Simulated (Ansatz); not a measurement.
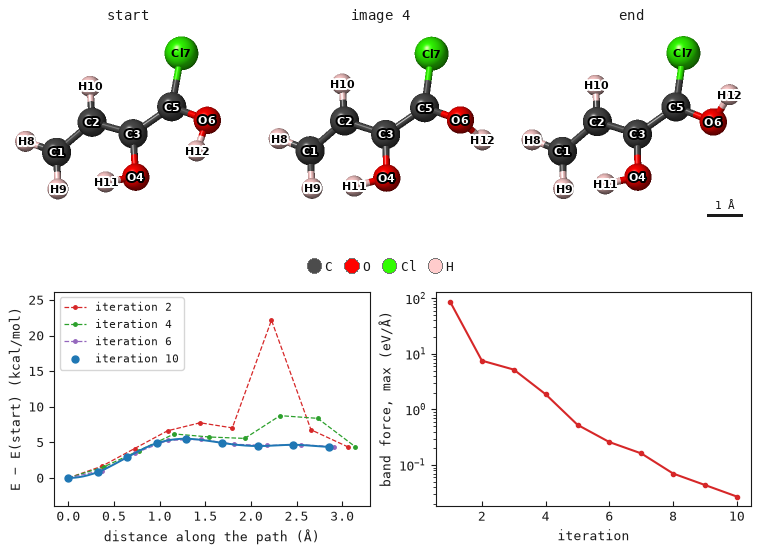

NEB run on C₄H₅ClO₂. Images are numbered from 0 (start) to 8 (end). The plot follows the band through its iterations. A ball-and-stick model, seen at a tilt.

The calculation used RKS PBE/6-31G* (Ansatz). Set-up: 7 movable images; climbing image; force threshold 0.03 eV/Å; iteration limit 60; starting path through a guess of the saddle point.

**Judge this run.**

The result is final at these settings. The band converged in 10 iterations. The largest component of the band force went from 88 to 0.027 eV/Å. The climbing image converged on the top of the path. Its vibrational analysis gives one imaginary mode (298i cm⁻¹), as a transition state must have. The first iteration put the highest image at 324.01 kcal/mol. The energy climbs by 5.50 kcal/mol to image 4 and then falls by 1.12 kcal/mol, so the end point sits at +4.38 kcal/mol.

Cost: 2.5 min on 2 threads of Intel(R) Xeon(R) Platinum 8488C (Sapphire Rapids), on a shared host, peak memory 0.18 GiB.
